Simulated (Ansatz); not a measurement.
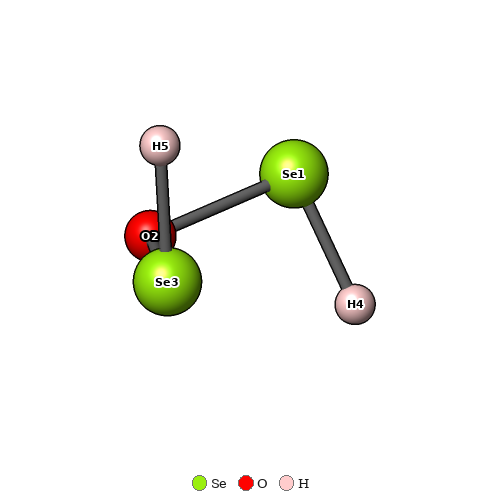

The system is H2OSe2, SMILES [SeH]O[SeH]; the picture shows the reference structure. First axis: dihedral Se1–O2–Se3–H5. Second axis: dihedral H4–Se1–O2–Se3. Nothing is relaxed (all other coordinates rigid). The scan uses a 10 × 10 grid; 31 points were computed and 69 follow by symmetry. All energies are given in kJ/mol relative to the relaxed molecule at the same level. Level of theory: RKS B3LYP-D4/def2-TZVP (Ansatz 0.2.0).

Its coordinates:

```yaml
atoms:
  - { symbol: Se, position_ang: [-1.2606, -0.0621, -0.9543] }
  - { symbol: O, position_ang: [-0.4011, 0.5202, 0.5508] }
  - { symbol: Se, position_ang: [1.3177, -0.0120, 0.8759] }
  - { symbol: H, position_ang: [-1.6249, -1.3992, -0.4339] }
  - { symbol: H, position_ang: [1.9688, 0.9531, -0.0384] }
```

Range: dihedral Se1–O2–Se3–H5 from −180 to 144°; dihedral H4–Se1–O2–Se3 from −180 to 144°.

**What will the energy surface look like?**

The lowest grid point is at dihedral Se1–O2–Se3–H5 = −72°, dihedral H4–Se1–O2–Se3 = −72°, 0.38 kJ/mol from the relaxed molecule at the same level; the map holds 4 wells of about this depth. The highest grid point, dihedral Se1–O2–Se3–H5 = −180°, dihedral H4–Se1–O2–Se3 = −180°, lies 42.8 kJ/mol above the lowest. On the interpolated surface the easiest way out of the lowest well to a well of about the same depth near dihedral Se1–O2–Se3–H5 = −72°, dihedral H4–Se1–O2–Se3 = 72° passes a barrier of about 13 kJ/mol. Round the minimum the valley is somewhat tilted: raising dihedral Se1–O2–Se3–H5 shifts the best value of dihedral H4–Se1–O2–Se3 upwards (coupling k₁₂/√(k₁₁k₂₂) about −0.2).

| dihedral H4–Se1–O2–Se3 ↓, dihedral Se1–O2–Se3–H5 → | −180 | −144 | −108 | −72 | −36 | 0 | 36 | 72 | 108 | 144 |
| --- | --- | --- | --- | --- | --- | --- | --- | --- | --- | --- |
| 144 | 34.1 | 26.7 | 14.0 | 10.5 | 19.5 | 28.9 | 21.9 | 11.4 | 13.7 | 26.2 |
| 108 | 19.3 | 14.0 | 4.6 | 2.6 | 10.4 | 16.5 | 11.2 | 3.3 | 4.8 | 13.7 |
| 72 | 15.5 | 10.5 | 2.6 | 1.4 | 9.7 | 13.7 | 6.3 | 0.4 | 3.3 | 11.4 |
| 36 | 26.4 | 19.5 | 10.4 | 9.7 | 20.5 | 26.2 | 13.9 | 6.3 | 11.2 | 21.9 |
| 0 | 36.2 | 28.9 | 16.5 | 13.7 | 26.2 | 38.7 | 26.2 | 13.7 | 16.5 | 28.9 |
| −36 | 26.4 | 21.9 | 11.2 | 6.3 | 13.9 | 26.2 | 20.5 | 9.7 | 10.4 | 19.5 |
| −72 | 15.5 | 11.4 | 3.3 | 0.4 | 6.3 | 13.7 | 9.7 | 1.4 | 2.6 | 10.5 |
| −108 | 19.3 | 13.7 | 4.8 | 3.3 | 11.2 | 16.5 | 10.4 | 2.6 | 4.6 | 14.0 |
| −144 | 34.1 | 26.2 | 13.7 | 11.4 | 21.9 | 28.9 | 19.5 | 10.5 | 14.0 | 26.7 |
| −180 | 43.2 | 34.1 | 19.3 | 15.5 | 26.4 | 36.2 | 26.4 | 15.5 | 19.3 | 34.1 |

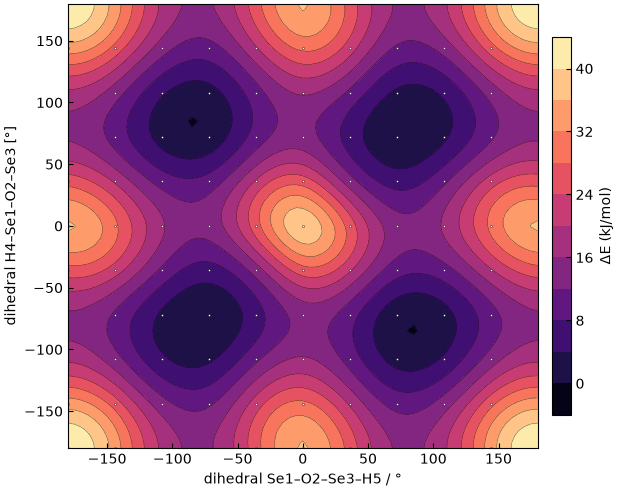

Drawn: filled contours, dots at the grid points. Between grid points the surface is interpolated.

Time for the 31 points that were run: 3.7 min on 1 thread of Intel(R) Xeon(R) Platinum 8488C (Sapphire Rapids) (shared host).
